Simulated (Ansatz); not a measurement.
BrClH₂Si (SMILES Cl[SiH2]Br)

The calculation's input:

```
crystal:
  periodic: [false, false, false]
  atoms:
    - { symbol: Cl, position_ang: [-0.9032, -0.5398, 1.6708] }
    - { symbol: Si, position_ang: [0.1274, -0.0744, -0.026] }
    - { symbol: Br, position_ang: [-1.0281, 1.3486, -1.3039] }
    - { symbol: H, position_ang: [0.4311, -1.3325, -0.7617] }
    - { symbol: H, position_ang: [1.4227, 0.5244, 0.3795] }
basis:
  gaussian:
    orbitals: cc-pVDZ
hamiltonian:
  xc: r2scan
  dispersion: d4
output:
  orbitals: {}
  forces: true
```

Launched as:

```sh
python energy.py --vdw d4
```

Not at a stationary point (largest force 0.8 eV/Å).

The calculation used Ansatz, SCF r2SCAN, Gaussian basis.

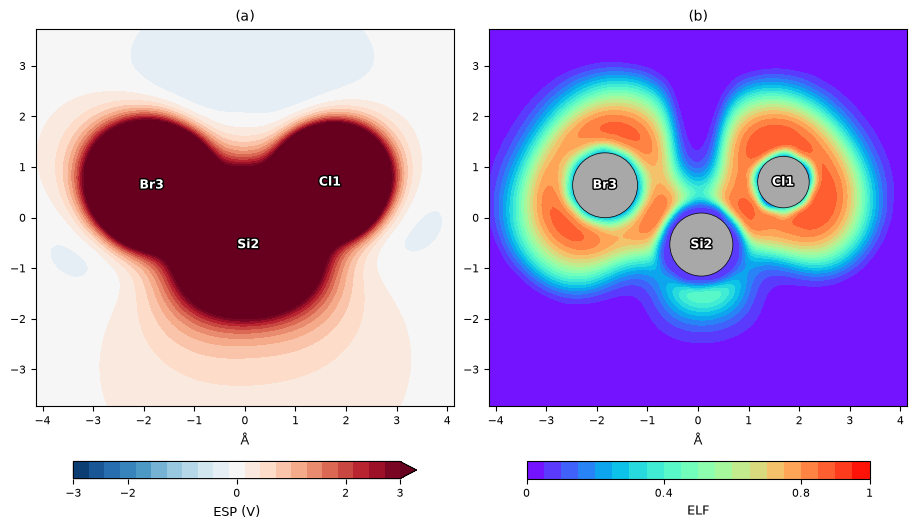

Figure 1. (a) molecular electrostatic potential; (b) ELF on the plane of atoms Cl1, Si2 and Br3. Grey discs cover the atomic cores in the ELF map.

Interpret the plot.

Answer. The section cuts through Cl, Si and Br sites. Si–Cl (2.04 Å): the ELF peaks at about 0.85 between the atoms (a polar covalent bond). Si–Br (2.23 Å): the ELF peaks at about 0.85 between the atoms: a shared but strongly polarised pair. The ELF also peaks beside Br3 and Cl1, away from the bonds: lone-pair regions. Outside the dense part of the molecule the potential is most negative (−0.3 V) near Cl1.

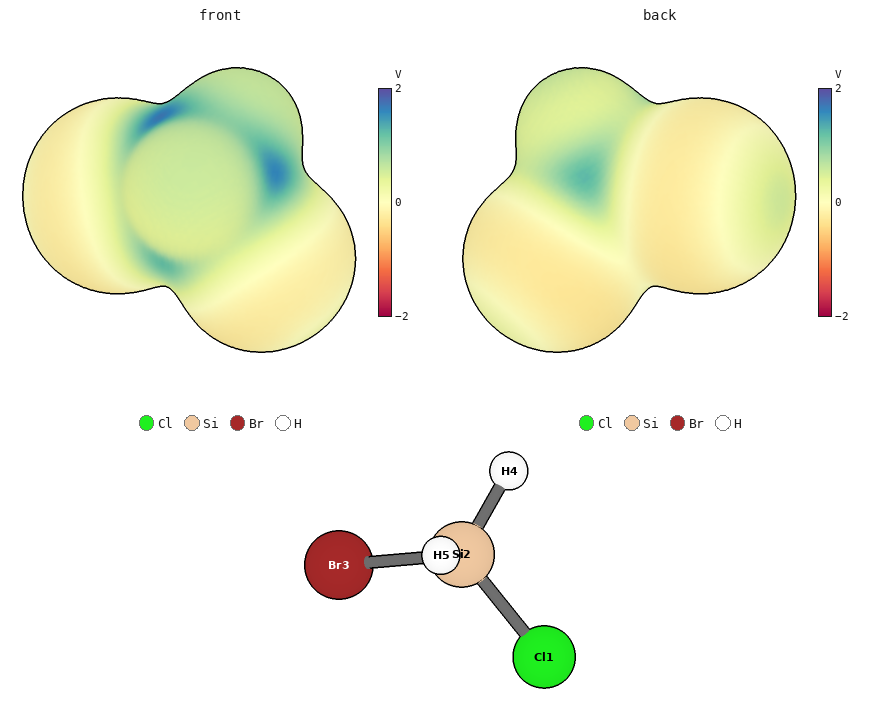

Figure 2. The molecular electrostatic potential painted on the density surface at 0.002 e/bohr³, seen from the front and from behind; the colour scale runs from red (negative) to blue (positive). The bare structure is drawn below in the same view.

Describe the electrostatic potential map.

Answer. The most negative region (about −0.3 V, or −7 kcal/mol for a unit charge) lies over Cl1 and Br3, the most positive (about +1.5 V, or +35 kcal/mol for a unit charge) over Si2. Cl1 shows a σ-hole: about +0.2 V at the tip opposite its bond, against about −0.2 V on its flanks. Br3 shows a σ-hole: about +0.5 V, or +12 kcal/mol for a unit charge at the tip opposite its bond, against about −0.2 V on its flanks.

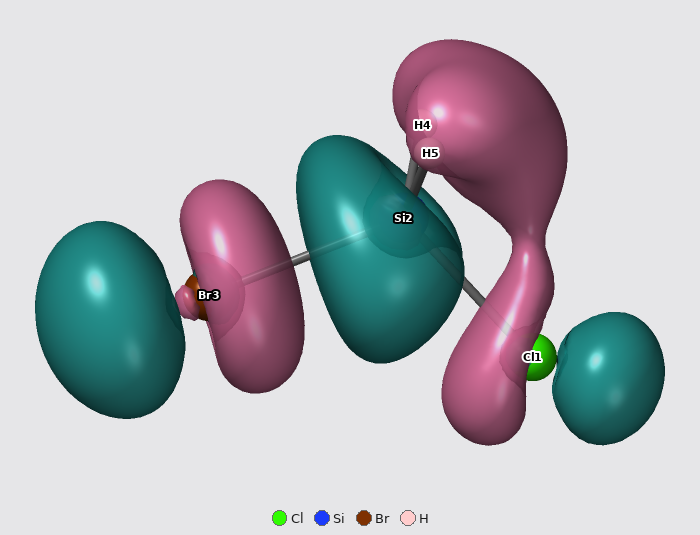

Figure 3. The LUMO at ±0.1 Å⁻³ᐟ² (teal and pink are the two phases), seen across its widest extent.

Where does this orbital lie, and at what energy?

Answer. It lies mainly on Si2 (about 40 %), Br3 (about 35 %) and Cl1 (about 15 %). Its energy is −1.06 eV.
